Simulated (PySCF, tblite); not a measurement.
# CH₁₂OSSi₅: geometry, infrared bands and NMR shifts

Wanted: the infrared bands and NMR shifts of CH₁₂OSSi₅ (`CS[Si]1(O)[SiH2][SiH2][SiH2][SiH2]1`), by calculation.

Computed with tblite 0.8.0 and PySCF 2.14.0, with density-fitted response routines of our own, on a single molecule in the gas phase. Atoms count from 0, in the outputs and in this text.

**1. Starting geometry**

20 atoms, charge 0, multiplicity 1; geometry from: force field or distance geometry start.

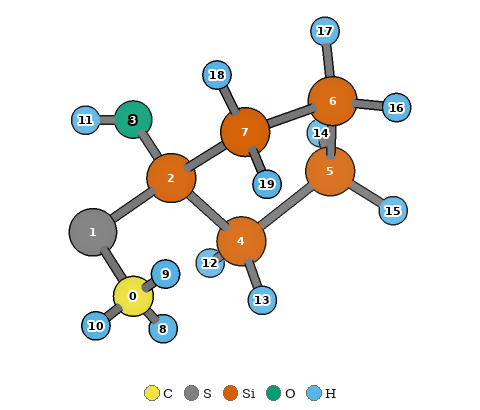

As it starts; carbon yellow, sulfur grey, silicon orange, oxygen teal, hydrogen blue, atoms numbered; sticks join atoms by distance.

**2. Relaxing the molecule with GFN2-xTB**

Job settings and geometry (Å):

```
{"job": {"kind": "relax", "xc": "GFN2-xTB", "basis": "xTB"}, "charge": 0, "multiplicity": 1}
C      3.229300    -0.693900    -0.539300
S      2.204200    -0.223400    -1.971200
Si     0.260100     0.118200    -1.177100
O     -0.667000     0.553400    -2.506900
Si     0.173800     1.752900     0.469000
Si    -1.925800     1.448200     1.381800
Si    -2.454000    -0.770900     1.037000
Si    -0.649000    -1.695900    -0.068700
H      3.257000     0.112400     0.199800
H      2.835500    -1.601700    -0.062400
H      4.239600    -0.886100    -0.878000
H     -0.193500     0.559600    -3.345700
H      0.367800     3.132200    -0.064200
H      1.224600     1.460300     1.479600
H     -2.922100     2.329600     0.708900
H     -1.905400     1.777600     2.849500
H     -2.682500    -1.472300     2.337800
H     -3.688500    -0.883000     0.212600
H     -1.053500    -2.800500    -0.986300
H      0.344200    -2.206100     0.920900
```

The run is started by

```
> OMP_NUM_THREADS=1 python probes_run.py task.json out
```

One launch serves the whole session: the jobs run in the order shown.

The program printed:

```text
step      E/eV     max force
  0    -658.82164    1.096
  1    -658.90242    0.655
  2    -658.95056    0.604
  3    -658.96782    0.559
  4    -659.01698    0.518
  5    -659.03804    0.478
  6    -659.05659    0.276
  7    -659.06677    0.252
  8    -659.07489    0.245
  9    -659.08100    0.237
 10    -659.08506    0.141
 11    -659.08726    0.125
 12    -659.08894    0.098
 13    -659.09028    0.103
 14    -659.09125    0.097
 15    -659.09197    0.060
 16    -659.09260    0.093
 17    -659.09333    0.112
 18    -659.09421    0.088
 19    -659.09516    0.073
 20    -659.09608    0.063
 21    -659.09693    0.110
 22    -659.09773    0.109
 23    -659.09846    0.063
 24    -659.09911    0.067
 25    -659.09966    0.054
 26    -659.10012    0.070
 27    -659.10053    0.054
 28    -659.10096    0.055
 29    -659.10151    0.073
 30    -659.10229    0.085
 31    -659.10316    0.077
 32    -659.10376    0.047
 33    -659.10404    0.039
 34    -659.10425    0.037
 35    -659.10457    0.046
 36    -659.10507    0.064
 37    -659.10571    0.065
 38    -659.10624    0.056
 39    -659.10659    0.040
 40    -659.10684    0.032
 41    -659.10710    0.034
 42    -659.10733    0.027
 43    -659.10748    0.030
 44    -659.10758    0.023
 45    -659.10769    0.024
 46    -659.10784    0.025
 47    -659.10802    0.031
 48    -659.10820    0.029
 49    -659.10839    0.029
 50    -659.10865    0.049
 51    -659.10903    0.064
 52    -659.10952    0.058
 53    -659.10993    0.041
 54    -659.11015    0.022
 55    -659.11027    0.029
 56    -659.11038    0.033
 57    -659.11057    0.028
 58    -659.11084    0.041
 59    -659.11115    0.048
 60    -659.11151    0.058
 61    -659.11198    0.075
 62    -659.11258    0.071
 63    -659.11316    0.062
 64    -659.11355    0.048
 65    -659.11380    0.029
 66    -659.11402    0.039
 67    -659.11427    0.048
 68    -659.11461    0.042
 69    -659.11499    0.053
 70    -659.11531    0.036
 71    -659.11554    0.036
 72    -659.11574    0.033
 73    -659.11593    0.029
 74    -659.11619    0.040
 75    -659.11657    0.044
 76    -659.11710    0.054
 77    -659.11757    0.039
 78    -659.11786    0.034
 79    -659.11795    0.023
 80    -659.11804    0.025
 81    -659.11826    0.037
 82    -659.11864    0.046
 83    -659.11925    0.063
 84    -659.11987    0.065
 85    -659.12032    0.050
 86    -659.12060    0.039
 87    -659.12082    0.042
 88    -659.12105    0.034
 89    -659.12132    0.038
 90    -659.12161    0.049
 91    -659.12191    0.041
 92    -659.12226    0.043
 93    -659.12258    0.038
 94    -659.12282    0.029
 95    -659.12303    0.035
 96    -659.12331    0.044
 97    -659.12376    0.058
 98    -659.12444    0.067
 99    -659.12532    0.070
100    -659.12631    0.071
101    -659.12721    0.057
102    -659.12784    0.042
103    -659.12820    0.059
104    -659.12762    0.176
105    -659.12863    0.036
106    -659.12875    0.032
107    -659.12892    0.023
108    -659.12912    0.027
109    -659.12921    0.025
110    -659.12936    0.022
111    -659.12949    0.025
112    -659.12958    0.022
113    -659.12963    0.031
114    -659.12969    0.017
115    -659.12975    0.018
116    -659.12981    0.022
117    -659.12990    0.026
118    -659.13000    0.023
119    -659.13006    0.012
120    -659.13008    0.011
121    -659.13010    0.009
```

Wall time 3.1 s (1 thread of Arm Neoverse N1, shared host).

Along the way: (not every step is listed)

| step | energy from step 0 (eV) | largest force (eV/Å) |
| --- | --- | --- |
| 0 | 0.0000 | 1.0956 |
| 1 | -0.0808 | 0.6546 |
| 2 | -0.1289 | 0.6036 |
| 3 | -0.1462 | 0.5587 |
| 4 | -0.1953 | 0.5176 |
| 5 | -0.2164 | 0.4784 |
| 6 | -0.2350 | 0.2763 |
| 7 | -0.2451 | 0.2517 |
| 8 | -0.2532 | 0.2451 |
| 18 | -0.2726 | 0.0876 |
| 28 | -0.2793 | 0.0550 |
| 38 | -0.2846 | 0.0562 |
| 48 | -0.2866 | 0.0292 |
| 58 | -0.2892 | 0.0415 |
| 68 | -0.2930 | 0.0421 |
| 78 | -0.2962 | 0.0339 |
| 88 | -0.2994 | 0.0335 |
| 98 | -0.3028 | 0.0666 |
| 108 | -0.3075 | 0.0269 |
| 116 | -0.3082 | 0.0218 |
| 117 | -0.3083 | 0.0264 |
| 118 | -0.3084 | 0.0227 |
| 119 | -0.3084 | 0.0124 |
| 120 | -0.3084 | 0.0108 |
| 121 | -0.3085 | 0.0093 |

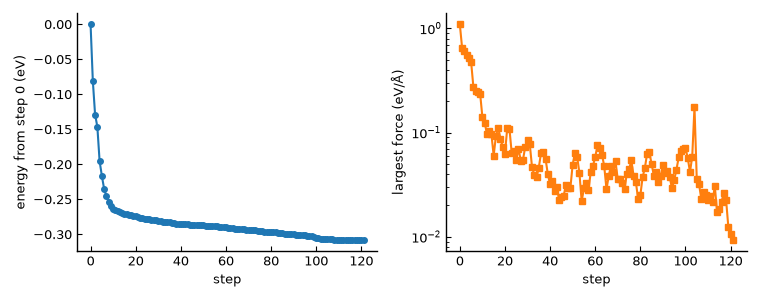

Energy and largest force along the relaxation.

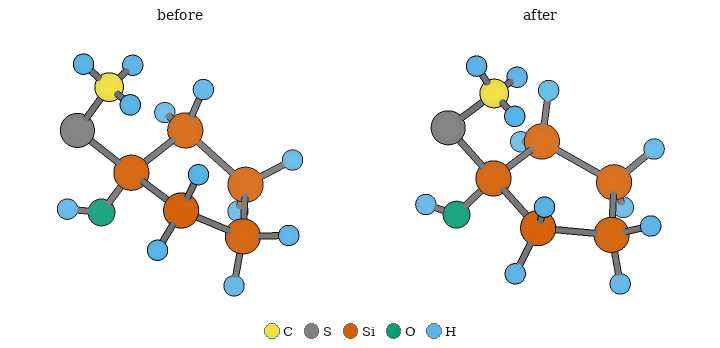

Before and after, at one scale.

Close pairs (by a distance rule), those that changed most:

| bond | before (Å) | after (Å) | change (Å) |
| --- | --- | --- | --- |
| S1–Si2 | 2.128 | 2.180 | +0.053 |
| Si2–O3 | 1.678 | 1.635 | -0.043 |
| Si2–Si7 | 2.312 | 2.351 | +0.039 |
| Si5–H15 | 1.504 | 1.469 | -0.036 |
| Si5–Si6 | 2.307 | 2.341 | +0.034 |
| Si6–H16 | 1.495 | 1.469 | -0.027 |
| Si4–Si5 | 2.310 | 2.336 | +0.027 |
| Si4–H12 | 1.491 | 1.466 | -0.026 |

The end geometry stands in the next job.

**3. Vibrational analysis with GFN2-xTB**

Job settings and geometry (Å):

```
{"job": {"kind": "ir", "xc": "GFN2-xTB", "basis": "xTB"}, "charge": 0, "multiplicity": 1}
C      3.006386    -0.720004    -0.087846
S      2.436574    -0.310981    -1.758178
Si     0.358784     0.152365    -1.286663
O     -0.295910     0.630013    -2.707011
Si     0.065496     2.003326     0.119479
Si    -1.688421     1.390530     1.535852
Si    -2.214372    -0.863219     1.183111
Si    -0.810674    -1.719110    -0.475999
H      2.881271     0.140407     0.563633
H      2.444872    -1.568553     0.292688
H      4.058339    -0.975477    -0.163971
H      0.015707     0.293711    -3.542996
H     -0.164516     3.259290    -0.600214
H      1.278476     2.281268     0.910177
H     -2.863977     2.243163     1.320632
H     -1.342572     1.647108     2.940085
H     -2.110582    -1.653486     2.416775
H     -3.621655    -1.030758     0.798853
H     -1.528406    -2.442391    -1.534348
H      0.090032    -2.746523     0.072906
```

The program printed:

```text
mode    cm-1     km/mol
  1      10.7      0.13
  2      25.2      0.01
  3      66.8      2.45
  4      89.2      0.90
  5     105.4      3.30
  6     121.0     11.37
  7     131.5      0.24
  8     155.5     27.60
  9     174.4      0.50
 10     178.7      0.77
 11     206.1     10.38
 12     238.7     47.80
 13     290.2     48.88
 14     293.2     11.19
 15     316.3      6.65
 16     337.5      3.28
 17     368.4      1.20
 18     382.1     15.01
 19     405.3     15.51
 20     458.7      2.16
 21     468.4      9.91
 22     479.4     34.00
 23     489.1     14.83
 24     502.8    147.35
 25     515.3     33.94
 26     532.6     15.44
 27     538.7      1.82
 28     612.5     38.20
 29     622.5    487.62
 30     633.8    656.14
 31     737.5      2.78
 32     780.4    279.19
 33     810.5    122.70
 34     818.0    203.24
 35     826.1    520.91
 36     851.3    160.38
 37     866.1     62.31
 38     953.0      0.13
 39     963.6      2.66
 40    1328.1      3.17
 41    1457.3      7.96
 42    1463.9      5.23
 43    2135.4    132.84
 44    2149.7    138.93
 45    2171.1     58.08
 46    2178.0     94.24
 47    2185.2    251.64
 48    2190.4    142.65
 49    2196.0    802.09
 50    2214.0    470.84
 51    3019.2      9.33
 52    3021.6     11.36
 53    3055.5      3.27
 54    3657.9     25.03
```

It took 2.8 s on 1 thread of Arm Neoverse N1, shared host.

Which atoms move in the most intense modes:

| cm⁻¹ | km/mol | atoms |
| --- | --- | --- |
| 622 | 487.6 | H14 17 %, H15 15 %, H19 13 % |
| 634 | 656.1 | H13 26 %, H19 16 %, H12 14 %, H18 11 % |
| 780 | 279.2 | H11 72 %, O3 22 % |
| 818 | 203.2 | H19 21 %, H18 19 %, H13 13 %, H12 12 % |
| 826 | 520.9 | H15 18 %, H14 18 %, H16 14 %, H17 13 % |
| 2185 | 251.6 | H18 34 %, H16 21 %, H14 21 %, H17 14 % |
| 2196 | 802.1 | H14 30 %, H17 22 %, H16 17 %, H18 11 % |
| 2214 | 470.8 | H12 88 % |

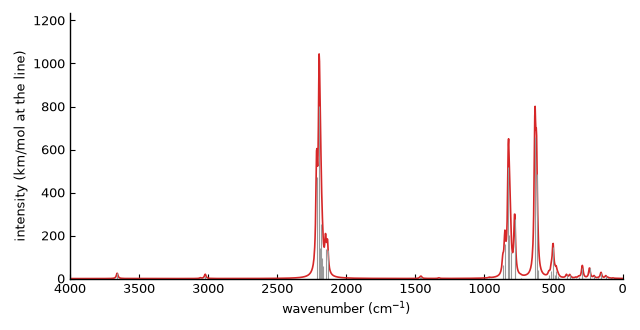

The infrared spectrum from these modes, unscaled. Lines are broadened to a width of 14 cm⁻¹ (Lorentzian).

**4. Shielding tensors: PBE0/pcSseg-1**

The job, as its differences from that of step 3:

```diff
@@ -1,2 +1,2 @@
-{"job": {"kind": "ir", "xc": "GFN2-xTB", "basis": "xTB"}, "charge": 0, "multiplicity": 1}
+{"job": {"kind": "nmr", "xc": "PBE0", "basis": "pcSseg-1"}, "charge": 0, "multiplicity": 1}
 C      3.006386    -0.720004    -0.087846
```

Level: GIAO PBE0/pcSseg-1 NMR shielding, non-relativistic, gas phase.

The program printed:

```text
coarse grid: 19360 points
cycle   1  E = -1965.1585711714  dE =  4.652e-01  |g| = 7.339e-01  |ddm| = 4.190e+00
cycle   2  E = -1964.9983064929  dE =  1.603e-01  |g| = 1.169e+00  |ddm| = 2.272e+00
cycle   3  E = -1965.2592981541  dE = -2.610e-01  |g| = 9.238e-02  |ddm| = 1.648e+00
cycle   4  E = -1965.2608692790  dE = -1.571e-03  |g| = 4.370e-02  |ddm| = 1.840e-01
cycle   5  E = -1965.2613772589  dE = -5.080e-04  |g| = 8.729e-03  |ddm| = 7.929e-02
cycle   6  E = -1965.2613983544  dE = -2.110e-05  |g| = 2.833e-03  |ddm| = 1.758e-02
cycle   7  E = -1965.2614007654  dE = -2.411e-06  |g| = 4.733e-04  |ddm| = 5.316e-03
final grid: 158256 points
cycle   8  E = -1965.3162651122  dE = -2.292e-05  |g| = 7.993e-03  |ddm| = 2.512e-02
cycle   9  E = -1965.3162529523  dE =  1.216e-05  |g| = 1.072e-02  |ddm| = 1.706e-02
cycle  10  E = -1965.3162783293  dE = -2.538e-05  |g| = 8.889e-04  |ddm| = 1.097e-02
cycle  11  E = -1965.3162784710  dE = -1.417e-07  |g| = 2.953e-04  |ddm| = 1.406e-03
cycle  12  E = -1965.3162784896  dE = -1.860e-08  |g| = 5.745e-05  |ddm| = 4.041e-04
cycle  13  E = -1965.3162784905  dE = -8.731e-10  |g| = 1.456e-05  |ddm| = 1.076e-04
converged SCF energy = -1965.3162784905

GIAO shielding tensors (ppm)
atom      isotropic    diamagn.    paramagn.     s11        s22        s33       span
  0 C      175.857     252.807     -76.950    166.565    170.557    190.448     23.883
  1 S      678.034    1058.400    -380.367    558.385    637.351    838.365    279.980
  2 Si     294.780     877.146    -582.367    245.619    307.789    330.931     85.312
  3 O      306.841     385.269     -78.428    259.378    293.662    367.484    108.105
  4 Si     481.762     881.022    -399.260    451.591    492.974    500.721     49.130
  5 Si     478.054     880.149    -402.095    462.785    470.802    500.575     37.790
  6 Si     477.035     880.256    -403.221    460.306    469.750    501.049     40.742
  7 Si     485.050     881.472    -396.422    457.318    497.035    500.797     43.478
  8 H       29.916      31.871      -1.956     24.232     28.951     36.564     12.332
  9 H       29.913      32.001      -2.088     24.292     29.037     36.410     12.118
 10 H       29.631      28.373       1.257     23.800     26.437     38.656     14.856
 11 H       30.624      30.529       0.095     21.820     26.405     43.646     21.827
 12 H       28.270      29.596      -1.325     24.350     25.528     34.933     10.583
 13 H       28.363      30.111      -1.748     24.317     27.066     33.707      9.390
 14 H       28.092      29.066      -0.974     23.921     25.427     34.928     11.007
 15 H       28.219      29.097      -0.878     24.178     25.535     34.944     10.766
 16 H       28.214      29.165      -0.951     24.161     25.554     34.926     10.765
 17 H       28.076      29.155      -1.079     23.901     25.451     34.878     10.977
 18 H       28.446      30.055      -1.609     24.646     25.770     34.922     10.277
 19 H       28.466      30.467      -2.001     24.330     27.197     33.871      9.541
```

It took 2.5 min on 1 thread of Arm Neoverse N1, shared host; peak memory 1.1 GiB.

The references, computed at this level on geometries of the same kind, shield at (ppm): ¹H TMS 31.72, ¹³C TMS 186.9, ²⁹Si TMS 349.2, ¹⁷O H2O 336.1, ³³S CS2 504. Their shielding less the atom's gives the shift. The references are single molecules in the gas phase, so shifts against H2O, NH3, PH3, H3PO4 or CFCl3 are not on the usual liquid scales and can be off by tens of ppm. Atoms listed in one row are averaged.

| atoms | environment | σ (ppm) | δ (ppm) | δ scaled to CDCl3 |
| --- | --- | --- | --- | --- |
| C0 | methyl carbon bonded to S | 175.9 | 11.1 | 4.5 |
| H14, H17 | hydrogen on a silicon bonded to 2 Si, in a 5-membered ring | 28.08 | 3.63 | – |
| H15, H16 | hydrogen on a silicon bonded to 2 Si, in a 5-membered ring | 28.22 | 3.50 | – |
| H12, H18 | hydrogen on a silicon bonded to 2 Si, in a 5-membered ring | 28.36 | 3.36 | – |
| H13, H19 | hydrogen on a silicon bonded to 2 Si, in a 5-membered ring | 28.41 | 3.30 | – |
| H8, H9, H10 | hydrogen on a methyl carbon bonded to S | 29.82 | 1.90 | 1.89 |
| H11 | hydrogen on an oxygen bonded to Si | 30.62 | 1.09 | – |
| S1 | sulfur bonded to C, Si | 678 | -174 | – |
| Si2 | silicon bonded to O, S, 2 Si, in a 5-membered ring | 294.8 | 54.4 | – |
| Si5, Si6 | silicon bonded to 2 Si, 2 H, in a 5-membered ring | 477.5 | -128.4 | – |
| Si4, Si7 | silicon bonded to 2 Si, 2 H, in a 5-membered ring | 483.4 | -134.2 | – |
| O3 | oxygen bonded to Si, H | 306.8 | 29.2 | – |

The scaled column applies a straight-line fit of computed shieldings to shifts measured in CDCl3, with any fitted terms for Cl, Br or S neighbours (root-mean-square error 0.16 ppm for H, 1.9 ppm for C).

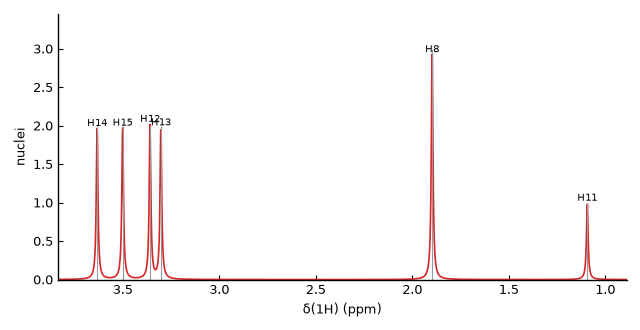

¹H lines at the computed shifts, without couplings. Lines are broadened to a width of 0.01 ppm (Lorentzian).

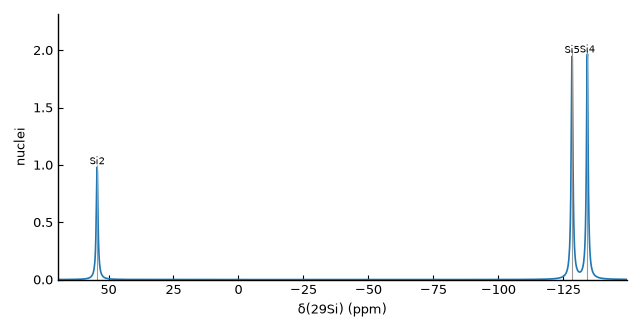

²⁹Si lines at the computed shifts, without couplings. Lines are broadened to a width of 0.75 ppm (Lorentzian).

The run also stored atomic charges by several schemes (e):

| atoms | Mulliken | IAO | Hirshfeld | ESP fit |
| --- | --- | --- | --- | --- |
| C0 | -0.41 | -0.50 | -0.12 | -0.27 |
| S1 | -0.30 | -0.19 | -0.11 | -0.30 |
| Si2 | 0.50 | 0.70 | 0.24 | 0.41 |
| O3 | -0.55 | -0.79 | -0.31 | -0.66 |
| Si4, Si7 | 0.04 | 0.11 | 0.13 | 0.06 |
| Si5, Si6 | 0.01 | 0.15 | 0.14 | 0.17 |

Hirshfeld charges:

C0 -0.12; S1 -0.11; Si2 0.24; O3 -0.31; Si4 0.14; Si5 0.14; Si6 0.14; Si7 0.13; H8 0.04; H9 0.04; H10 0.06; H11 0.18; H12 -0.06; H13 -0.07; H14 -0.07; H15 -0.07; H16 -0.07; H17 -0.07; H18 -0.07; H19 -0.07

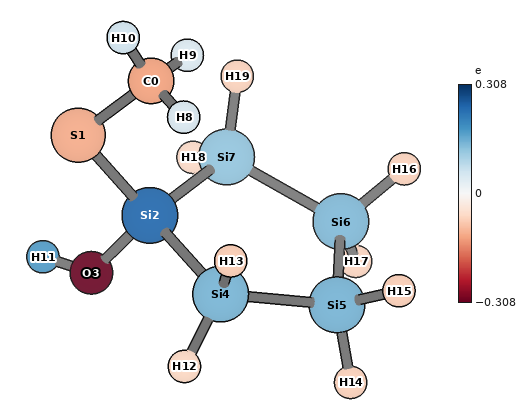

Hirshfeld charges, as colours on the atoms.

Mayer bond orders: C0–S1 1.00, S1–Si2 0.93, Si2–O3 0.99, Si2–Si4 0.80, Si4–Si5 0.84, Si5–Si6 0.85, Si6–Si7 0.84, Si7–Si2 0.79.

Ring of atoms Si2, Si4, Si5, Si6, Si7: NICS(0) -0.9, NICS(1) -1.7, NICS(1)zz 2.2 ppm (means of both faces).

Orbitals, density, ELF and potential are computed afterwards from the orbital file.

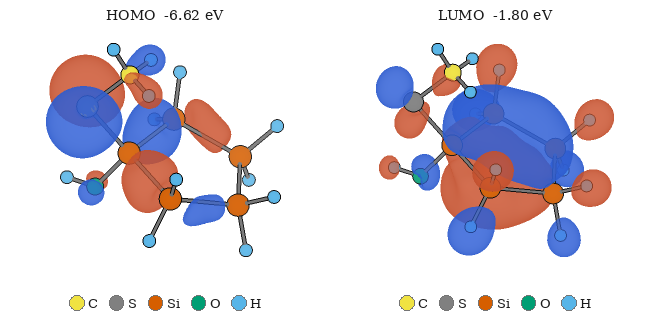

PBE0/pcSseg-1 orbitals near the gap, drawn at the value that encloses 70 % of each; the two colours are the two signs.

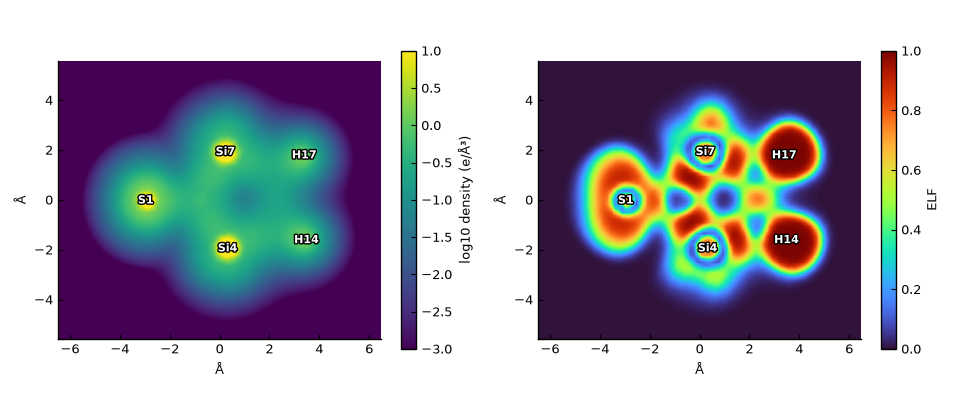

Density (left) and ELF (right) in a plane through or near 5 of the atoms.

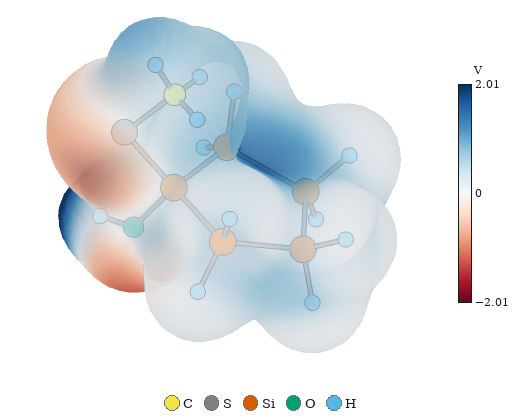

Electrostatic potential on the surface of density 0.002 e/bohr³; red is low, blue high. It runs from -0.98 V near O3 to 2.01 V near H11.

**5. Outcome**

```
                                                                quantity                                   value
                               strongest single infrared mode (GFN2-xTB)                   2196 cm⁻¹, 802 km/mol
                                            zero-point energy (GFN2-xTB)                           74.0 kcal/mol
                                  ¹³C shifts against TMS (PBE0/pcSseg-1)                                11.1 ppm
  ¹H shifts against TMS (PBE0/pcSseg-1, means over atoms taken as alike)  3.63, 3.50, 3.36, 3.30, 1.90, 1.09 ppm
                                  ³³S shifts against CS2 (PBE0/pcSseg-1)                                -174 ppm
²⁹Si shifts against TMS (PBE0/pcSseg-1, means over atoms taken as alike)                54.4, -128.4, -134.2 ppm
                                  ¹⁷O shifts against H2O (PBE0/pcSseg-1)                                29.2 ppm
                                   surface potential, least and greatest                      -0.98 V and 2.01 V
```

Relaxing lowered the energy by 0.308 eV in 121 steps; the close pair that moved most is S1–Si2, from 2.128 to 2.180 Å. No mode is imaginary among the 54: a minimum at this level. The strongest single mode, at 2196 cm⁻¹, is spread over several atoms, H14, H17, H16, H18 among them. GFN2-xTB is a fitted tight-binding method: band positions and strengths are rough. Its intensities can rank the bands wrongly. At PBE0/pcSseg-1: The widest tensor belongs to S1: span 280 ppm, with a paramagnetic part of -380 ppm. By nearest atom (PBE0/pcSseg-1), the HOMO sits on S1 55 %; Si2, Si4, Si7 about 8 % each and the LUMO on Si2 17 %; Si4, Si7 about 9 % each.
